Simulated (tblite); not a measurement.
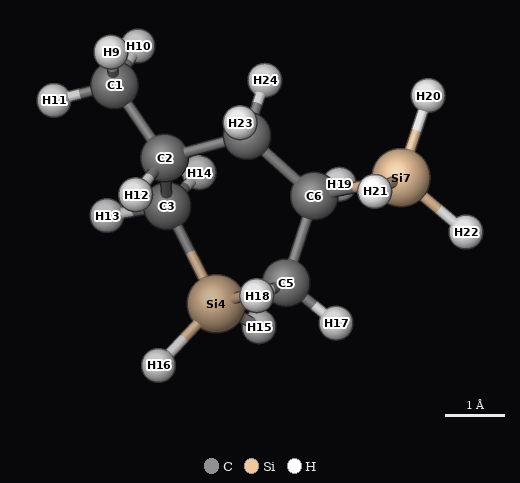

**Figure 1.** The starting structure (ball-and-stick view, seen at a tilt; atoms are numbered from 1 in the order of the input).

## Geometry relaxation of C$_{6}$H$_{16}$Si$_{2}$ (part 1 of 2)

The run: geometry relaxation of C$_{6}$H$_{16}$Si$_{2}$. Method and program: GFN2-xTB geometry optimisation, gas phase (tblite 0.8.0).

## Input
```
{"job": {"xc": "GFN2-xTB", "basis": "xTB", "kind": "relax"}, "charge": 0, "multiplicity": 1}
C     -2.659000     0.879700    -0.079800
C     -1.391100     0.065300     0.073500
C     -1.317500    -1.056100    -0.977000
Si     0.108500    -2.237700    -0.666600
C      1.353200    -1.116800     0.231200
C      1.226100     0.354200    -0.255000
Si     2.697100     1.448600     0.341500
C     -0.144500     1.003100     0.079900
H     -2.727000     1.654900     0.692800
H     -2.708700     1.370400    -1.053900
H     -3.555700     0.242700     0.012600
H     -1.438400    -0.412500     1.077900
H     -2.263700    -1.627400    -0.978600
H     -1.201000    -0.611000    -1.978800
H      0.654800    -2.741300    -1.939700
H     -0.298400    -3.356000     0.250200
H      2.360100    -1.507800     0.037600
H      1.179700    -1.180400     1.305400
H      1.332100     0.365300    -1.341500
H      2.563700     2.810200    -0.220700
H      2.675500     1.528100     1.832400
H      3.973700     0.844700    -0.107500
H     -0.108300     1.495300     1.072000
H     -0.322700     1.804400    -0.646600
```

The first line tells a small driver script what to run in tblite; the rest is the geometry in Å.

Hardware: 1 CPU thread, shared host.

Launched with:
```bash
OMP_NUM_THREADS=1 python <driver script> task.json out
```

## The program's output
```
step      E/eV     max force
  0    -665.50046    0.901
  1    -665.54444    0.330
  2    -665.56385    0.268
  3    -665.58119    0.357
  4    -665.59420    0.315
  5    -665.60468    0.187
  6    -665.61200    0.226
  7    -665.61818    0.178
  8    -665.62152    0.136
  9    -665.62329    0.108
 10    -665.62462    0.082
 11    -665.62615    0.116
 12    -665.62791    0.152
 13    -665.62945    0.140
 14    -665.63061    0.092
 15    -665.63163    0.065
 16    -665.63268    0.084
 17    -665.63365    0.073
 18    -665.63437    0.053
 19    -665.63490    0.049
 20    -665.63543    0.059
 21    -665.63600    0.066
 22    -665.63651    0.051
 23    -665.63690    0.043
 24    -665.63720    0.041
 25    -665.63745    0.038
 26    -665.63745    0.038
 27    -665.63757    0.032
 28    -665.63778    0.026
 29    -665.63787    0.031
 30    -665.63813    0.029
 31    -665.63829    0.028
 32    -665.63845    0.033
 33    -665.63861    0.033
 34    -665.63880    0.036
 35    -665.63899    0.028
 36    -665.63916    0.027
 37    -665.63931    0.029
 38    -665.63949    0.043
 39    -665.63966    0.038
 40    -665.63981    0.025
 41    -665.63994    0.027
 42    -665.64008    0.027
 43    -665.64023    0.035
 44    -665.64040    0.027
 45    -665.64056    0.025
 46    -665.64069    0.022
 47    -665.64080    0.025
 48    -665.64088    0.019
 49    -665.64095    0.016
 50    -665.64100    0.017
 51    -665.64107    0.016
 52    -665.64114    0.014
 53    -665.64118    0.012
 54    -665.64121    0.010
 55    -665.64123    0.010
 56    -665.64125    0.010
 57    -665.64127    0.010
 58    -665.64129    0.010
 59    -665.64130    0.009
 60    -665.64132    0.007
 61    -665.64133    0.007
 62    -665.64134    0.008
 63    -665.64135    0.009
 64    -665.64136    0.007
 65    -665.64137    0.007
 66    -665.64138    0.007
 67    -665.64139    0.006
 68    -665.64139    0.005
 69    -665.64140    0.004
 70    -665.64140    0.005
 71    -665.64141    0.007
 72    -665.64142    0.006
 73    -665.64142    0.006
 74    -665.64143    0.006
 75    -665.64144    0.007
 76    -665.64145    0.007
 77    -665.64145    0.007
 78    -665.64146    0.009
 79    -665.64148    0.008
 80    -665.64149    0.007
 81    -665.64149    0.007
 82    -665.64150    0.005
 83    -665.64150    0.004
 84    -665.64150    0.004
```

## Trajectory as extended XYZ (Å, eV, eV/Å), 12 frames, from step=0 to step=84
```
24
Properties=species:S:1:pos:R:3:forces:R:3 step=0 energy=-665.50046
C    -2.6590    0.8797   -0.0798   -0.6610   0.2070   0.0310
C    -1.3911    0.0653    0.0735    0.5970  -0.4010   0.5430
C    -1.3175   -1.0561   -0.9770   -0.4860   0.2970  -0.3190
Si    0.1085   -2.2377   -0.6666    0.1900  -0.4430   0.4150
C     1.3532   -1.1168    0.2312    0.0290   0.2590  -0.2640
C     1.2261    0.3542   -0.2550    0.0310  -0.0450   0.3550
Si    2.6971    1.4486    0.3415   -0.0840  -0.0830   0.3850
C    -0.1445    1.0031    0.0799   -0.0900  -0.2070   0.0770
H    -2.7270    1.6549    0.6928    0.0610  -0.1580  -0.1600
H    -2.7087    1.3704   -1.0539    0.0800  -0.0530   0.0560
H    -3.5557    0.2427    0.0126    0.4020   0.1950  -0.0210
H    -1.4384   -0.4125    1.0779    0.0530   0.0740  -0.4370
H    -2.2637   -1.6274   -0.9786    0.2670   0.4230  -0.0530
H    -1.2010   -0.6110   -1.9788   -0.2160  -0.0510   0.2930
H     0.6548   -2.7413   -1.9397   -0.0570  -0.0240   0.1240
H    -0.2984   -3.3560    0.2502    0.1520   0.3280  -0.3890
H     2.3601   -1.5078    0.0376   -0.0920   0.3250   0.1600
H     1.1797   -1.1804    1.3054    0.1340   0.1650   0.0140
H     1.3321    0.3653   -1.3415   -0.1660  -0.2810  -0.1860
H     2.5637    2.8102   -0.2207    0.0200  -0.2440   0.0910
H     2.6755    1.5281    1.8324    0.0220  -0.0200  -0.4660
H     3.9737    0.8447   -0.1075   -0.2890   0.1230   0.0820
H    -0.1083    1.4953    1.0720    0.0240  -0.2960  -0.3530
H    -0.3227    1.8044   -0.6466    0.0810  -0.0890   0.0210
24
Properties=species:S:1:pos:R:3:forces:R:3 step=7 energy=-665.61818
C    -2.6496    0.8827   -0.0759   -0.0940   0.0240   0.0310
C    -1.3753    0.0530    0.0815    0.0350  -0.0260   0.0650
C    -1.3220   -1.0381   -0.9859   -0.1160   0.0580  -0.0900
Si    0.1166   -2.2220   -0.6529   -0.0150  -0.1550   0.0870
C     1.3568   -1.0963    0.2390    0.0360  -0.0130   0.0290
C     1.2146    0.3432   -0.2642    0.0120  -0.0120   0.0010
Si    2.6606    1.4279    0.3510    0.0550   0.0460   0.0950
C    -0.1436    0.9769    0.0712   -0.0370   0.0290   0.0410
H    -2.7169    1.6560    0.6887    0.0560  -0.0170  -0.0190
H    -2.6856    1.3633   -1.0534    0.0560  -0.0220   0.0290
H    -3.5274    0.2431    0.0154    0.0250   0.0220   0.0030
H    -1.4235   -0.4409    1.0609    0.0170  -0.0020  -0.0310
H    -2.2753   -1.5676   -0.9845   -0.0090  -0.0410  -0.0110
H    -1.2354   -0.5806   -1.9716    0.0270   0.0660  -0.0380
H     0.6472   -2.7521   -1.9111    0.0530   0.0010  -0.0500
H    -0.2838   -3.3431    0.2130    0.0030   0.0520  -0.0270
H     2.3764   -1.4368    0.0605    0.0510  -0.0210   0.0240
H     1.2060   -1.1322    1.3167   -0.0030   0.0480   0.0860
H     1.2968    0.3046   -1.3546   -0.0280  -0.0480  -0.1180
H     2.5587    2.7738   -0.2052   -0.0720   0.0940  -0.0370
H     2.6743    1.5236    1.8152   -0.0700  -0.0530  -0.0470
H     3.9291    0.8537   -0.0950    0.0220  -0.0820  -0.0250
H    -0.0993    1.4506    1.0561    0.0340   0.0150   0.0220
H    -0.3112    1.7771   -0.6535   -0.0400   0.0370  -0.0180
24
Properties=species:S:1:pos:R:3:forces:R:3 step=15 energy=-665.63163
C    -2.6420    0.8816   -0.0651   -0.0090   0.0160  -0.0010
C    -1.3703    0.0458    0.0836   -0.0030   0.0030   0.0310
C    -1.3215   -1.0318   -0.9996   -0.0060   0.0220  -0.0040
Si    0.1192   -2.2194   -0.6477    0.0010  -0.0470   0.0420
C     1.3602   -1.0910    0.2525   -0.0030  -0.0190   0.0130
C     1.2148    0.3400   -0.2781   -0.0340  -0.0210  -0.0130
Si    2.6566    1.4344    0.3356   -0.0290  -0.0280   0.0250
C    -0.1410    0.9736    0.0698   -0.0310   0.0140   0.0190
H    -2.6945    1.6597    0.6949    0.0200  -0.0220   0.0000
H    -2.6616    1.3569   -1.0447   -0.0190   0.0160   0.0050
H    -3.5272    0.2528    0.0244    0.0350   0.0220   0.0180
H    -1.4118   -0.4583    1.0559    0.0090  -0.0090   0.0170
H    -2.2748   -1.5631   -1.0067    0.0210  -0.0110  -0.0050
H    -1.2339   -0.5535   -1.9763    0.0550  -0.0110  -0.0160
H     0.6678   -2.7438   -1.9051    0.0280   0.0160   0.0110
H    -0.2936   -3.3402    0.2125    0.0030   0.0570  -0.0300
H     2.3823   -1.4347    0.0877    0.0070  -0.0120  -0.0150
H     1.2130   -1.0995    1.3326   -0.0600  -0.0010   0.0260
H     1.2770    0.2743   -1.3698    0.0190   0.0230  -0.0540
H     2.5249    2.7886   -0.2068    0.0070  -0.0140  -0.0020
H     2.6339    1.4955    1.8024   -0.0210  -0.0060  -0.0560
H     3.9172    0.8266   -0.0983   -0.0060   0.0330  -0.0160
H    -0.0818    1.4461    1.0545   -0.0050  -0.0190   0.0350
H    -0.3247    1.7791   -0.6466    0.0210   0.0000  -0.0320
24
Properties=species:S:1:pos:R:3:forces:R:3 step=22 energy=-665.63651
C    -2.6370    0.8852   -0.0565    0.0130  -0.0070   0.0010
C    -1.3691    0.0435    0.0848    0.0250  -0.0150  -0.0010
C    -1.3122   -1.0278   -1.0043   -0.0010  -0.0070  -0.0100
Si    0.1214   -2.2204   -0.6439    0.0160  -0.0030   0.0070
C     1.3546   -1.0914    0.2596    0.0020   0.0090  -0.0100
C     1.2097    0.3331   -0.2899   -0.0280  -0.0080   0.0120
Si    2.6457    1.4295    0.3225   -0.0270  -0.0200  -0.0100
C    -0.1406    0.9700    0.0703   -0.0060   0.0060  -0.0050
H    -2.6737    1.6615    0.7058   -0.0100  -0.0130  -0.0010
H    -2.6596    1.3625   -1.0351   -0.0230   0.0090   0.0090
H    -3.5241    0.2614    0.0397    0.0080   0.0190   0.0150
H    -1.4062   -0.4650    1.0557   -0.0130  -0.0010  -0.0050
H    -2.2626   -1.5631   -1.0245   -0.0100   0.0260  -0.0290
H    -1.2030   -0.5477   -1.9783   -0.0050  -0.0040   0.0060
H     0.6949   -2.7308   -1.8950    0.0070  -0.0130   0.0010
H    -0.3065   -3.3312    0.2136   -0.0070  -0.0180   0.0010
H     2.3774   -1.4382    0.1044   -0.0020   0.0000   0.0290
H     1.1901   -1.0857    1.3384   -0.0060  -0.0010  -0.0230
H     1.2678    0.2673   -1.3836   -0.0020  -0.0170   0.0250
H     2.5117    2.7847   -0.2095    0.0020   0.0340  -0.0250
H     2.6012    1.4777    1.7839    0.0100   0.0070   0.0460
H     3.9080    0.8330   -0.1109    0.0450   0.0070  -0.0240
H    -0.0761    1.4350    1.0592    0.0070  -0.0080  -0.0080
H    -0.3235    1.7767   -0.6449    0.0030   0.0180  -0.0030
24
Properties=species:S:1:pos:R:3:forces:R:3 step=30 energy=-665.63813
C    -2.6359    0.8853   -0.0544   -0.0020  -0.0050   0.0130
C    -1.3682    0.0421    0.0831    0.0110   0.0010  -0.0120
C    -1.3101   -1.0279   -1.0080   -0.0030   0.0060  -0.0120
Si    0.1219   -2.2238   -0.6432    0.0000   0.0180  -0.0010
C     1.3525   -1.0924    0.2624   -0.0070   0.0110   0.0000
C     1.2089    0.3314   -0.2901   -0.0070  -0.0070   0.0070
Si    2.6454    1.4301    0.3199   -0.0190  -0.0130  -0.0170
C    -0.1407    0.9705    0.0697    0.0090  -0.0120  -0.0020
H    -2.6694    1.6585    0.7106    0.0040   0.0110   0.0050
H    -2.6662    1.3659   -1.0313   -0.0040  -0.0050   0.0140
H    -3.5234    0.2644    0.0485   -0.0080  -0.0110   0.0000
H    -1.4070   -0.4683    1.0534   -0.0010   0.0100  -0.0200
H    -2.2643   -1.5558   -1.0383    0.0010   0.0010   0.0000
H    -1.1960   -0.5464   -1.9805    0.0170   0.0090  -0.0030
H     0.7021   -2.7347   -1.8913    0.0000  -0.0100   0.0020
H    -0.3102   -3.3350    0.2120   -0.0050  -0.0110   0.0000
H     2.3772   -1.4387    0.1167   -0.0160   0.0020   0.0160
H     1.1804   -1.0842    1.3397   -0.0050  -0.0010  -0.0070
H     1.2661    0.2609   -1.3833    0.0010  -0.0020   0.0180
H     2.5099    2.7854   -0.2148   -0.0030   0.0160  -0.0100
H     2.6010    1.4769    1.7827    0.0140   0.0080   0.0190
H     3.9116    0.8426   -0.1183    0.0220   0.0040  -0.0110
H    -0.0742    1.4326    1.0599   -0.0030  -0.0060  -0.0100
H    -0.3230    1.7801   -0.6436    0.0050  -0.0130   0.0110
```
